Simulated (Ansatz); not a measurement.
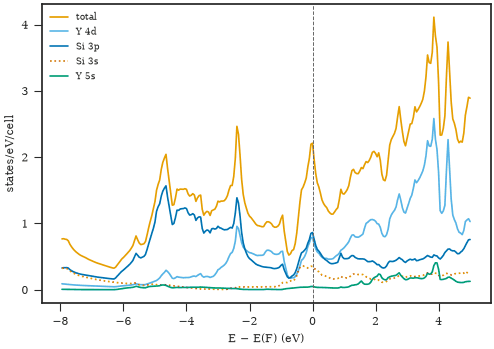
Fig. 1. Total and projected density of states of YSi₂ in space group P6/mmm (No. 191; Y on 1a, Si on 2d), LDA in the plane-wave PAW code Ansatz

Problem. Which orbitals carry the states next to the Fermi level?

Solution. Within 0.5 eV of the Fermi level: Si 3p 38 %, Y 4d 34 %, Si 3s 19 %, outside the projected shells 7 %. Projections are on Löwdin-orthogonalised atomic valence shells; empty p or d shells of many metals are not among them.

Problem. Where is the tallest occupied peak in this window, and what makes it?

Solution. Near -2.4 eV, about 2.5 states/eV per cell; the largest projected share is Si 3p.

Its axis ratio c/a = 0.96 departs by over 6 % from that of the usual cell of this phase: another minimum, or an error of the functional. The LDA relaxation kept the symmetry of its start. At this level the phase is mechanically unstable. No spin polarisation was allowed. Scalar-relativistic: spin–orbit coupling is off unless named, which matters more the heavier the elements.

Potentials: the later of the program's two PAW sets.
